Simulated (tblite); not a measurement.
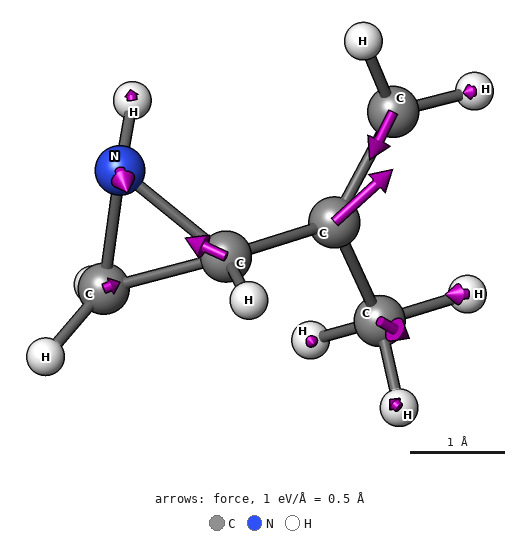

Starting geometry of C₅H₉N with the computed forces as purple arrows. The picture is a ball-and-stick view, seen from a free direction.

Computed with tblite, GFN2-xTB geometry optimisation, gas phase. 

Is this structure relaxed? If not, where do the atoms go?

It isn't relaxed: the largest force vector, on a C atom, is 1.72 eV/Å. The final displacements have little in common with the starting forces (cosine between the two patterns 0.08). After 97 geometry steps the energy has fallen by 0.159 eV. The largest move after the best rigid fit is that of an H atom, 1.51 Å. Largest moves by element: H 1.51 Å, N 0.82 Å, C 0.73 Å. Near-neighbour distances that change, for instance: C–C 1.348 → 1.327 Å, C–H 1.107 → 1.086 Å, C–N 1.465 → 1.449 Å, C–C 1.488 → 1.498 Å. Among the angles between lasting bonds that change: C–C–N 118.1° → 122.2°, N–C–H 116.2° → 120.0°, C–N–H 111.1° → 114.1°. Groups turn about C–C by about 80°.
